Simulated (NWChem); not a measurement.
**CH2FNSSi (SMILES FC1=N[SiH2]S1): levels of theory compared**

Aim: a comparison of 3 runs (HF/STO-3G, HF/3-21G, B3LYP/6-31G*) of CH2FNSSi. 

Program for the calculation: NWChem 7.3.0.

## Step 1: The molecule

CH2FNSSi: 7 atoms, total charge 0, spin state singlet. SMILES: `FC1=N[SiH2]S1`. Geometry: relaxed at PBE0-D4/def2-TZVP.

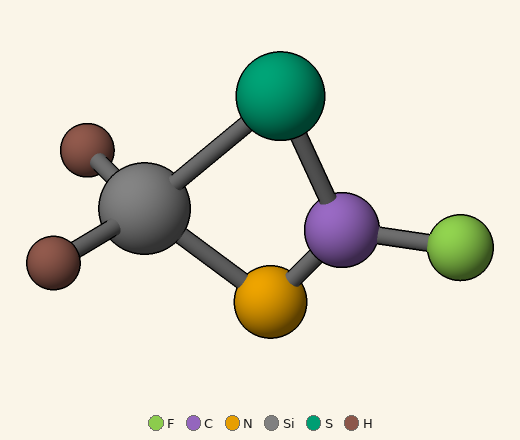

Viewed from a chosen angle; fluorine green, carbon purple, nitrogen amber, silicon grey, sulfur teal, hydrogen brown.

## Step 2: Energy and forces at HF/STO-3G (run 1)

ch2fnssi.nw

```
start ch2fnssi
title "CH2FNSSi"
memory stack 880 mb heap 220 mb global 1100 mb
charge 0

geometry noautosym nocenter noautoz
   F        1.147800      -1.939300       1.137100
   C        0.551100      -0.929900       0.538600
   N       -0.672300      -0.915900       0.221400
   Si      -0.525200       0.696600      -0.454900
   S        1.547900       0.494500       0.161700
   H       -1.272100       1.746800       0.268200
   H       -0.716300       0.779100      -1.917900
end

basis "ao basis" spherical bse
   * library STO-3G
end

scf
   thresh 1e-08
   maxiter 80
end

task scf gradient
```

Launch:

```sh
$ nwchem ch2fnssi.nw > ch2fnssi.out
```

Output:

```text
[...]
  functions       =    35
[...]
  wavefunction    = RHF
[...]
         Total SCF energy =   -869.114679168701
      One-electron energy =  -1766.197713059326
      Two-electron energy =    617.387298334286
 Nuclear repulsion energy =    279.695735556339
        Time for solution =      2.3s
[...]
                         RHF ENERGY GRADIENTS
    atom               coordinates                        gradient
                 x          y          z           x          y          z
   1 F       2.169027  -3.664746   2.148807   -0.011639   0.032089  -0.017157
   2 C       1.041428  -1.757256   1.017806   -0.038196   0.009489  -0.013925
   3 N      -1.270463  -1.730800   0.418385    0.029464   0.009758   0.003174
   4 Si     -0.992484   1.316383  -0.859636    0.006089  -0.062010   0.029001
   5 S       2.925107   0.934470   0.305569    0.027669  -0.009965   0.011453
   6 H      -2.403920   3.300973   0.506825   -0.012225   0.019955   0.015494
   7 H      -1.353611   1.472286  -3.624305   -0.001163   0.000683  -0.028040
[...]
```

Wall time 4.2 s (1 thread of Intel Xeon Platinum 8488C (Sapphire Rapids), shared host); peak memory 0.094 GiB.

## Step 3: Energy and gradient at HF/3-21G (run 2)

test.nw

```
start test
memory stack 880 mb heap 220 mb global 1100 mb

geometry noautosym nocenter noautoz
  F     1.147800   -1.939300    1.137100
  C     0.551100   -0.929900    0.538600
  N    -0.672300   -0.915900    0.221400
  Si   -0.525200    0.696600   -0.454900
  S     1.547900    0.494500    0.161700
  H    -1.272100    1.746800    0.268200
  H    -0.716300    0.779100   -1.917900
end

basis "ao basis" spherical bse
  * library 3-21G
end

scf
  singlet
  rhf
  thresh 1e-08
  maxiter 80
  noprint "final vectors analysis"
end

task scf gradient
```

Launch:

```sh
$ nwchem test.nw > test.out
```

Output:

```text
[...]
  functions       =    57
[...]
  wavefunction    = RHF
[...]
         Total SCF energy =   -874.773876729964
      One-electron energy =  -1766.190984612939
      Two-electron energy =    611.721372326636
 Nuclear repulsion energy =    279.695735556339
        Time for solution =      2.4s
[...]
                         RHF ENERGY GRADIENTS
    atom               coordinates                        gradient
                 x          y          z           x          y          z
   1 F       2.169027  -3.664746   2.148807   -0.007172   0.011055  -0.006711
   2 C       1.041428  -1.757256   1.017806    0.024312   0.051773  -0.016749
   3 N      -1.270463  -1.730800   0.418385   -0.022722   0.011466  -0.010847
   4 Si     -0.992484   1.316383  -0.859636    0.055509  -0.051516   0.036921
   5 S       2.925107   0.934470   0.305569   -0.045233  -0.023889  -0.000924
   6 H      -2.403920   3.300973   0.506825   -0.002837   0.001413   0.001089
   7 H      -1.353611   1.472286  -3.624305   -0.001857  -0.000302  -0.002780
[...]
```

It took 4.8 s on 1 thread of Intel Xeon Platinum 8488C (Sapphire Rapids), shared host; peak memory 0.094 GiB.

## Step 4: Energy and forces at B3LYP/6-31G(d) (Cartesian functions) (run 3)

ch2fnssi.nw

```
start ch2fnssi
memory 2200 mb
charge 0

geometry units angstroms noautosym nocenter noautoz
 F      1.147800    -1.939300     1.137100
 C      0.551100    -0.929900     0.538600
 N     -0.672300    -0.915900     0.221400
 Si    -0.525200     0.696600    -0.454900
 S      1.547900     0.494500     0.161700
 H     -1.272100     1.746800     0.268200
 H     -0.716300     0.779100    -1.917900
end

basis cartesian
 * library 6-31G*
end

dft
 xc b3lyp
 mult 1
 grid xfine
 convergence energy 1e-08
 maxiter 100
 mulliken
end

task dft gradient
```

Launch:

```sh
$ nwchem ch2fnssi.nw > ch2fnssi.out
```

Output:

```text
[...]
          Wavefunction type:  closed shell.
          No. of atoms     :     7
          No. of electrons :    54
[...]
          Charge           :     0
          Spin multiplicity:     1
[...]
          AO basis - number of functions:    87
[...]
              XC Information
              --------------
                         B3LYP Method XC Potential
                     Hartree-Fock (Exact) Exchange  0.200
                        Slater Exchange Functional  0.800 local
                    Becke 1988 Exchange Functional  0.720 non-local
              Lee-Yang-Parr Correlation Functional  0.810
                  VWN I RPA Correlation Functional  0.190 local
[...]
 d= 0,ls=0.0,diis     1   -881.4307083732 -1.16D+03  2.16D-02  1.40D+00     3.4
[...]
 d= 0,ls=0.0,diis    11   -881.5829915648 -9.20D-10  5.76D-07  2.20D-09    33.9
         Total DFT energy =     -881.582991564823
      One electron energy =    -1773.367623505109
           Coulomb energy =      682.315962908245
    Exchange-Corr. energy =      -70.227066524298
 Nuclear repulsion energy =      279.695735556339
[...]
      Total Density - Mulliken Population Analysis
     ---------------------------------------------
    Atom       Charge   Shell Charges
 -----------   ------   -------------------------------------------------------
    1 F    9     9.21   1.99  0.96  3.31  0.95  1.94  0.06
    2 C    6     5.65   1.99  0.71  1.91  0.43  0.52  0.08
    3 N    7     7.47   1.99  0.81  2.41  1.02  1.25 -0.00
    4 Si  14    13.45   2.00  1.99  5.96  1.06  1.83  0.18  0.21  0.22
    5 S   16    16.13   2.00  1.99  5.97  1.42  3.06  0.54  1.13  0.02
    6 H    1     1.05   0.51  0.54
    7 H    1     1.05   0.51  0.54
[...]
  wavefunction    = closed shell
[...]
```

Run time: 49 s. Hardware: 1 thread of Intel Xeon Platinum 8488C (Sapphire Rapids), shared host; peak memory 0.13 GiB.

## Step 5: Overview of the runs

| run | level | Cartesian functions | iteration cap | energy (Eh) | dipole moment (D) | HOMO energy (eV) | LUMO energy (eV) | wall time |
| --- | --- | --- | --- | --- | --- | --- | --- | --- |
| 1 | HF/STO-3G | no | 80 | -869.114679 | 2.68 | -7.25 | 8.33 | 4.2 s |
| 2 | HF/3-21G | no | 80 | -874.773877 | 3.54 | – | – | 4.8 s |
| 3 | B3LYP/6-31G* (Cartesian functions) | yes | 100 | -881.582992 | 2.30 | -7.37 | -0.82 | 49 s |

## Step 6: What came out

| quantity | value |
| --- | --- |
| run 3: total energy | -881.58299 Eh |
| run 3: dipole moment | 2.30 D |
| run 3: HOMO energy | -7.37 eV |
| run 3: LUMO energy | -0.82 eV |
| run 3: HOMO–LUMO gap | 6.55 eV |
| run 3: largest force on an atom | 0.760 eV/Å |

What this shows: The dipole moment (its size) runs from 2.30 D (B3LYP/6-31G*) to 3.54 D (HF/3-21G). The two ends differ in method and basis. In run 1 the basis is minimal, so the values are rough. All runs together took 58 s, the longest 49 s.
